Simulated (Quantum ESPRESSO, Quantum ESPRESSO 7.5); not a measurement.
## Ti(0001), 4 layers: solver and mixing choices

Wanted: time, iterations and memory of Ti(0001), 4 layers by eigensolver and mixing.

Main program and level: Quantum ESPRESSO 7.5; plane-wave DFT, PBE, GBRV ultrasoft pseudopotentials.

**1. The structure**

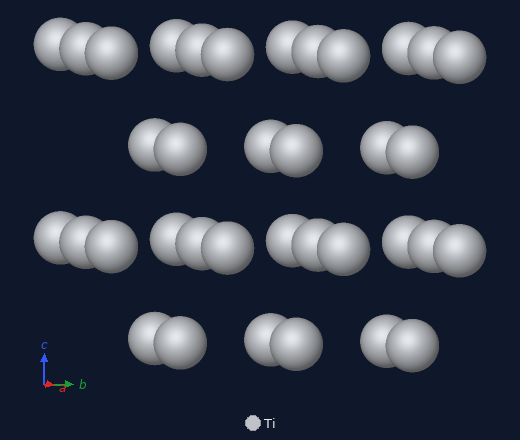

The cell as given, from the side, with the c axis up (titanium light grey). 2×3×1 cells are drawn. Some periodic images of atoms are drawn too.

The cell holds 4 atoms: 4 Ti. Its edges and angles: a = 2.950 Å, b = 2.950 Å, c = 23.027 Å, α = 90.0°, β = 90.0°, γ = 60.0°. It derives from Ti. Vacuum lies along c.

**2. Ground state: david, local-TF mixing, beta 0.4, history 8**

The first run is the reference of the series.

Input file c0.in:

```
&control
  prefix = 'c0'
  outdir = './out'
  pseudo_dir = './pseudo'
  calculation = 'scf'
  tprnfor = .true.
/
&system
  ibrav = 0
  nat = 4
  ntyp = 1
  ecutwfc = 40
  ecutrho = 200
  occupations = 'smearing'
  smearing = 'mv'
  degauss = 0.02
  assume_isolated = 'esm'
  esm_bc = 'bc1'
/
&electrons
  conv_thr = 1e-07
  mixing_beta = 0.4
  electron_maxstep = 80
  mixing_mode = 'local-TF'
  diagonalization = 'david'
  mixing_ndim = 8
/
ATOMIC_SPECIES
  Ti  47.8670  ti_pbe_v1.4.uspp.F.UPF
CELL_PARAMETERS angstrom
  2.95000000000000 0.00000000000000 0.00000000000000
  1.47500000000000 2.55477494116409 0.00000000000000
  0.00000000000000 0.00000000000000 23.02690000000000
ATOMIC_POSITIONS crystal
  Ti  0.666666666700 0.666666666700 -0.152580243107
  Ti  0.000000000000 0.000000000000 -0.050860081036
  Ti  0.666666666700 0.666666666700 0.050860081036
  Ti  0.000000000000 0.000000000000 0.152580243107
K_POINTS automatic
  12 12 1 0 0 0
```

Launch:

```console
$ OMP_NUM_THREADS=1 mpirun -n 4 pw.x -nk 4 -in c0.in > c0.out
```

The program printed:

```text
Program PWSCF v.7.5 starts
[citation notice left out]

     Parallel version (MPI & OpenMP), running on       4 processor cores
     Number of MPI processes:                 4
     Threads/MPI process:                     1

     MPI processes distributed on     1 nodes
[...]
Current dimensions of program PWSCF are:
     Max number of different atomic species (ntypx) = 10
     Max number of k-points (npk) =  40000
     Max angular momentum in pseudopotentials (lmaxx) =  4
     Message from routine setup:
     using ibrav=0 with symmetry is DISCOURAGED, use correct ibrav instead

     K-points division:     npool     =       4
     Subspace diagonalization in iterative solution of the eigenvalue problem:
     a serial algorithm will be used

     G-vector sticks info
     --------------------
     sticks:   dense  smooth     PW     G-vecs:    dense   smooth      PW
     Sum         433     349    109                56127    40123    7323

     Using Slab Decomposition

     bravais-lattice index     =            0
     lattice parameter (alat)  =       5.5747  a.u.
     unit-cell volume          =    1171.1344 (a.u.)^3
     number of atoms/cell      =            4
     number of atomic types    =            1
     number of electrons       =        48.00
     number of Kohn-Sham states=           29
     kinetic-energy cutoff     =      40.0000  Ry
     charge density cutoff     =     200.0000  Ry
     scf convergence threshold =      1.0E-07
     mixing beta               =       0.4000
     number of iterations used =            8  local-TF  mixing
     Exchange-correlation=  SLA  PW   PBX  PBC
                           (   1   4   3   4   0   0   0)

     Effective Screening Medium Method
     =================================
     Boundary Conditions: Vacuum-Slab-Vacuum
     total charge in unit cell        =   0.0000
     grid points for fit at edges     =        4

     celldm(1)=   5.574692  celldm(2)=   0.000000  celldm(3)=   0.000000
     celldm(4)=   0.000000  celldm(5)=   0.000000  celldm(6)=   0.000000

     crystal axes: (cart. coord. in units of alat)
               a(1) = (   1.000000   0.000000   0.000000 )
               a(2) = (   0.500000   0.866025   0.000000 )
               a(3) = (   0.000000   0.000000   7.805729 )

     reciprocal axes: (cart. coord. in units 2 pi/alat)
               b(1) = (  1.000000 -0.577350  0.000000 )
               b(2) = (  0.000000  1.154701  0.000000 )
               b(3) = (  0.000000  0.000000  0.128111 )

     PseudoPot. # 1 for Ti read from file:
     ./pseudo/ti_pbe_v1.4.uspp.F.UPF
     Pseudo is Ultrasoft + core correction, Zval = 12.0
     Generated by new atomic code, or converted to UPF format
     Using radial grid of  851 points,  6 beta functions with:
                l(1) =   0
                l(2) =   0
                l(3) =   1
                l(4) =   1
                l(5) =   2
                l(6) =   2
     Q(r) pseudized with  6 coefficients,  rinner =    1.000   1.000   1.000
                                                       1.000   1.000

     atomic species   valence    mass     pseudopotential
     Ti               12.00    47.86700     Ti( 1.00)

     12 Sym. Ops., with inversion, found ( 6 have fractional translation)

   Cartesian axes

     site n.     atom                  positions (alat units)
         1        Ti     tau(   1) = (   1.0000000   0.5773503  -1.1910000  )
         2        Ti     tau(   2) = (   0.0000000   0.0000000  -0.3970000  )
         3        Ti     tau(   3) = (   1.0000000   0.5773503   0.3970000  )
         4        Ti     tau(   4) = (   0.0000000   0.0000000   1.1910000  )

     number of k points=    19  Marzari-Vanderbilt smearing, width (Ry)=  0.0200
                       cart. coord. in units 2pi/alat
        k(    1) = (   0.0000000   0.0000000   0.0000000), wk =   0.0138889
        k(    2) = (   0.0000000   0.0962250   0.0000000), wk =   0.0833333
        k(    3) = (   0.0000000   0.1924501   0.0000000), wk =   0.0833333
        k(    4) = (   0.0000000   0.2886751   0.0000000), wk =   0.0833333
        k(    5) = (   0.0000000   0.3849002   0.0000000), wk =   0.0833333
        k(    6) = (   0.0000000   0.4811252   0.0000000), wk =   0.0833333
        k(    7) = (   0.0000000  -0.5773503   0.0000000), wk =   0.0416667
        k(    8) = (   0.0833333   0.1443376   0.0000000), wk =   0.0833333
        k(    9) = (   0.0833333   0.2405626   0.0000000), wk =   0.1666667
        k(   10) = (   0.0833333   0.3367877   0.0000000), wk =   0.1666667
[...]
k(   19) = (   0.3333333  -0.5773503   0.0000000), wk =   0.0277778

     Dense  grid:    56127 G-vectors     FFT dimensions: (  27,  27, 200)

     Smooth grid:    40123 G-vectors     FFT dimensions: (  24,  24, 180)

     Estimated max dynamical RAM per process >      95.55 MB

     Estimated total dynamical RAM >     341.09 MB

     Check: negative core charge=   -0.000004

     Initial potential from superposition of free atoms

     starting charge      43.9998, renormalised to      48.0000

     negative rho (up, down):  1.098E-02 0.000E+00
     Starting wfcs are   40 randomized atomic wfcs

     total cpu time spent up to now is        2.0 secs

     per-process dynamical memory:    49.1 Mb

     Self-consistent Calculation

     iteration #  1     ecut=    40.00 Ry     beta= 0.40
     Davidson diagonalization with overlap
     ethr =  1.00E-02,  avg # of iterations =  6.7

     negative rho (up, down):  1.010E-02 0.000E+00

     total cpu time spent up to now is        3.2 secs

     total energy              =    -476.92873721 Ry
     estimated scf accuracy    <       1.92834291 Ry

     iteration #  2     ecut=    40.00 Ry     beta= 0.40
[...]
negative rho (up, down):  9.817E-03 0.000E+00

[...]
total energy              =    -476.48179520 Ry
     estimated scf accuracy    <       1.00329056 Ry

     iteration #  3     ecut=    40.00 Ry     beta= 0.40
[...]
negative rho (up, down):  9.513E-03 0.000E+00

[...]
total energy              =    -476.76506454 Ry
     estimated scf accuracy    <       0.05849038 Ry

     iteration #  4     ecut=    40.00 Ry     beta= 0.40
[...]
c_bands:  2 eigenvalues not converged
     c_bands:  4 eigenvalues not converged
     c_bands:  2 eigenvalues not converged
[...]
negative rho (up, down):  1.035E-02 0.000E+00

[...]
c_bands:  1 eigenvalues not converged
[...]
negative rho (up, down):  1.329E-02 0.000E+00

[...]
total energy              =    -476.85526427 Ry
     estimated scf accuracy    <       0.00490608 Ry

     iteration # 10     ecut=    40.00 Ry     beta= 0.40
[...]
c_bands:  2 eigenvalues not converged
     c_bands:  4 eigenvalues not converged
     c_bands:  1 eigenvalues not converged
[...]
negative rho (up, down):  1.341E-02 0.000E+00

[...]
total energy              =    -476.85668304 Ry
     estimated scf accuracy    <       0.01542590 Ry

     iteration # 11     ecut=    40.00 Ry     beta= 0.40
[...]
c_bands:  2 eigenvalues not converged
[...]
negative rho (up, down):  1.285E-02 0.000E+00

[...]
total energy              =    -476.85552706 Ry
     estimated scf accuracy    <       0.01194809 Ry

     iteration # 12     ecut=    40.00 Ry     beta= 0.40
[...]
c_bands:  2 eigenvalues not converged
[...]
negative rho (up, down):  1.165E-02 0.000E+00

[...]
total energy              =    -476.85520099 Ry
     estimated scf accuracy    <       0.00292690 Ry

     iteration # 13     ecut=    40.00 Ry     beta= 0.40
[...]
c_bands:  3 eigenvalues not converged
     c_bands:  1 eigenvalues not converged
[...]
negative rho (up, down):  1.120E-02 0.000E+00

[...]
total energy              =    -476.85611353 Ry
     estimated scf accuracy    <       0.00081223 Ry

     iteration # 14     ecut=    40.00 Ry     beta= 0.40
[...]
c_bands:  2 eigenvalues not converged
     c_bands:  4 eigenvalues not converged
[...]
negative rho (up, down):  8.944E-03 0.000E+00

[...]
total energy              =    -476.85703229 Ry
     estimated scf accuracy    <       0.00011091 Ry

[...]
iteration # 19     ecut=    40.00 Ry     beta= 0.40
[...]
negative rho (up, down):  7.162E-03 0.000E+00

[...]
total energy              =    -476.85830065 Ry
     estimated scf accuracy    <       0.00000424 Ry

     iteration # 20     ecut=    40.00 Ry     beta= 0.40
[...]
c_bands:  1 eigenvalues not converged
[...]
negative rho (up, down):  7.146E-03 0.000E+00

[...]
total energy              =    -476.85830985 Ry
     estimated scf accuracy    <       0.00000294 Ry

     iteration # 21     ecut=    40.00 Ry     beta= 0.40
[...]
negative rho (up, down):  7.150E-03 0.000E+00

[...]
total energy              =    -476.85832068 Ry
     estimated scf accuracy    <       0.00000057 Ry

     iteration # 22     ecut=    40.00 Ry     beta= 0.40
[...]
c_bands:  4 eigenvalues not converged
     c_bands:  1 eigenvalues not converged
[...]
negative rho (up, down):  7.148E-03 0.000E+00

[...]
total energy              =    -476.85832344 Ry
     estimated scf accuracy    <       0.00000348 Ry

     iteration # 23     ecut=    40.00 Ry     beta= 0.40
[...]
negative rho (up, down):  7.145E-03 0.000E+00

[...]
total energy              =    -476.85832480 Ry
     estimated scf accuracy    <       0.00000057 Ry

     iteration # 24     ecut=    40.00 Ry     beta= 0.40
[...]
negative rho (up, down):  7.143E-03 0.000E+00

[...]
total energy              =    -476.85832523 Ry
     estimated scf accuracy    <       0.00000015 Ry

     iteration # 25     ecut=    40.00 Ry     beta= 0.40
[...]
c_bands:  1 eigenvalues not converged
[...]
negative rho (up, down):  7.146E-03 0.000E+00

[...]
total energy              =    -476.85832502 Ry
     estimated scf accuracy    <       0.00000015 Ry

     iteration # 26     ecut=    40.00 Ry     beta= 0.40
[...]
negative rho (up, down):  7.146E-03 0.000E+00

[...]
End of self-consistent calculation

          k = 0.0000 0.0000 0.0000 (  5031 PWs)   bands (ev):

   -61.3933 -61.3922 -61.1914 -61.1284 -37.8423 -37.7769 -37.4996 -37.3598
   -37.3598 -37.3592 -37.3592 -37.2284 -37.1774 -37.1774 -37.1304 -37.1304
   -10.1751  -9.2280  -8.0598  -7.2203  -4.5861  -4.4497  -4.1309  -3.8975
    -3.7339  -3.7323  -3.6969  -3.6852  -3.6849

          k = 0.0000 0.0962 0.0000 (  5051 PWs)   bands (ev):

   -61.3885 -61.3875 -61.1862 -61.1250 -37.8319 -37.7719 -37.5050 -37.3929
   -37.3839 -37.3672 -37.3664 -37.2396 -37.1945 -37.1855 -37.1575 -37.1356
    -9.9869  -9.0474  -7.8844  -7.0548  -4.6189  -4.4913  -4.2033  -4.1399
    -3.9209  -3.8500  -3.6789  -3.6287  -3.5696

          k = 0.0000 0.1925 0.0000 (  5028 PWs)   bands (ev):

   -61.3754 -61.3745 -61.1718 -61.1160 -37.8036 -37.7593 -37.5352 -37.4791
   -37.4386 -37.3872 -37.3861 -37.3008 -37.2279 -37.2126 -37.2069 -37.1501
    -9.4488  -8.5405  -7.4044  -6.6125  -4.8568  -4.7478  -4.5341  -4.2997
    -4.1562  -4.1264  -3.7660  -3.5274  -3.3759

          k = 0.0000 0.2887 0.0000 (  5024 PWs)   bands (ev):

   -61.3573 -61.3568 -61.1516 -61.1043 -37.7658 -37.7461 -37.6166 -37.5920
   -37.4864 -37.4144 -37.4128 -37.3940 -37.3039 -37.2355 -37.2293 -37.1705
    -8.6483  -7.8310  -6.8074  -6.1207  -5.2436  -5.0599  -4.8607  -4.5700
    -4.4033  -4.1102  -3.7845  -3.6954  -3.3318

          k = 0.0000 0.3849 0.0000 (  5008 PWs)   bands (ev):

   -61.3393 -61.3390 -61.1302 -61.0935 -37.7492 -37.7410 -37.7057 -37.6972
   -37.5385 -37.4777 -37.4416 -37.4393 -37.3456 -37.2634 -37.2504 -37.1914
    -7.7614  -7.1769  -6.4864  -6.0198  -5.5403  -5.2695  -5.1130  -4.4419
    -4.3647  -4.0042  -3.7238  -3.6362  -3.4947

          k = 0.0000 0.4811 0.0000 (  4984 PWs)   bands (ev):

   -61.3260 -61.3259 -61.1131 -61.0870 -37.8025 -37.7871 -37.7491 -37.7101
   -37.5677 -37.5308 -37.4614 -37.4586 -37.3533 -37.2835 -37.2725 -37.2068
    -7.0775  -6.8345  -6.4848  -6.2158  -5.7415  -5.3946  -5.2102  -4.3735
    -4.1118  -3.6305  -3.5363  -3.5048  -3.0904

[...]
the Fermi energy is    -4.4322 ev

!    total energy              =    -476.85832531 Ry
     estimated scf accuracy    <       0.00000006 Ry
     smearing contrib. (-TS)   =      -0.00436791 Ry
     internal energy E=F+TS    =    -476.85395739 Ry

     The total energy is F=E-TS. E is the sum of the following terms:
     one-electron contribution =    6047.01327540 Ry
     hartree contribution      =   -3039.09059772 Ry
     xc contribution           =     -71.93535686 Ry
     ewald contribution        =   -3412.84127822 Ry

     convergence has been achieved in  26 iterations

     negative rho (up, down):  7.146E-03 0.000E+00

     Forces acting on atoms (cartesian axes, Ry/au):

     atom    1 type  1   force =     0.00000000    0.00000000    0.02299281
     atom    2 type  1   force =     0.00000000   -0.00000000   -0.02610661
     atom    3 type  1   force =     0.00000000    0.00000000    0.02610661
     atom    4 type  1   force =     0.00000000    0.00000000   -0.02299281

     Total force =     0.049198     Total SCF correction =     0.000621

[...]
=------------------------------------------------------------------------------=
   JOB DONE.
=------------------------------------------------------------------------------=
[...]
```

Elapsed: 32 s, on 4 MPI ranks of Intel Xeon 6975P-C (Granite Rapids), shared host; peak memory 0.44 GiB; 2.1 min of CPU time.

This step gave:

| Property | Result |
| --- | --- |
| free energy | -6487.9880 eV |
| Fermi energy | -4.432 eV |
| vacuum line at the lower end of the cell, over the Fermi level | 4.432 eV |
| vacuum line at the upper end of the cell, over the Fermi level | 4.432 eV |

The potential energy, planar mean oscillates, so the rows of the table below give means over windows of 2 Å about each position, cut where the curve ends. Its maxima inside the range that stand out by 2 % of the span (Å: eV): -2.3: -0.216, 0.0: -0.366, 2.3: -0.216. Its minima: -3.6: -19.5, -1.1: -19.4, 1.1: -19.4, 3.6: -19.5.

Electrostatic potential energy of an electron; zero at the Fermi level. Table of potential energy, planar mean by z; means over each step:

| z (Å) | potential energy, planar mean (eV) |
| --- | --- |
| -10 | 4.43 |
| -8 | 4.43 |
| -6 | 3.97 |
| -4 | -8.97 |
| -2 | -7.68 |
| 0 | -6.97 |
| 2 | -7.68 |
| 4 | -8.97 |
| 6 | 3.97 |
| 8 | 4.43 |
| 10 | 4.43 |

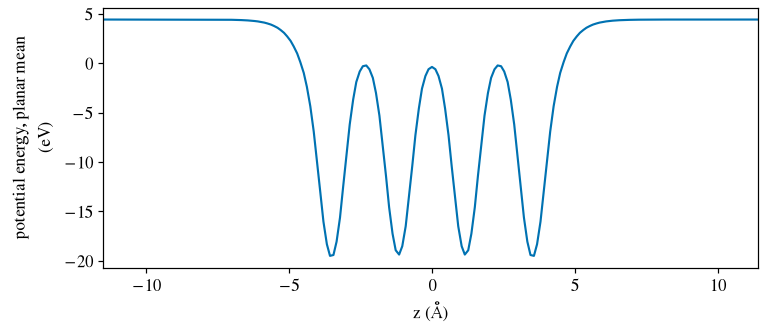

Potential energy, planar mean, plotted against z.

The program's own clock; routines nest. Time by routine:

| routine | wall time (s) | calls |
| --- | --- | --- |
| PWSCF | 31.63 | 1 |
| electrons | 29.47 | 1 |
| c_bands | 20.69 | 26 |
| cegterg | 17.21 | 131 |
| h_psi | 12.32 | 1326 |
| vloc_psi | 10.11 | 1326 |
| fftw | 9.79 | 28808 |
| mix_rho | 3.84 | 26 |
| sum_band | 3.05 | 26 |
| ffts | 2.18 | 3128 |
| init_run | 1.94 | 1 |
| calbec | 1.44 | 1476 |
| h_psi:calbec | 1.15 | 1326 |
| add_vuspsi | 0.99 | 1326 |

The vacuum levels are read from the outermost 0.7 Å of the cell on either side.

The run needed 26 iterations to bring the estimated error under 1e-07 Ry; the largest force on any atom, held or free, is 0.67 eV/Å.

Inside the slab this potential holds the local part of the pseudopotentials, which can be repulsive at the nuclei; only its value in the vacuum has a meaning of its own.

(Continued in part 2 of 4.)

[Logs are printed without paths, hosts, clocks, repeated set-up lines and the standing remarks that a program may print on its own settings, such as how far it seeks lower states.]

[Hosts, paths, dates, database ids (printed as entryN), source tags and the programs' standing remarks are cut or masked in the printed files.]

[Maps of the electrostatic potential energy from Ansatz leave out the sawtooth potential of an applied field or a dipole correction, so their vacuum need not be flat; planar profiles and work functions include it.]
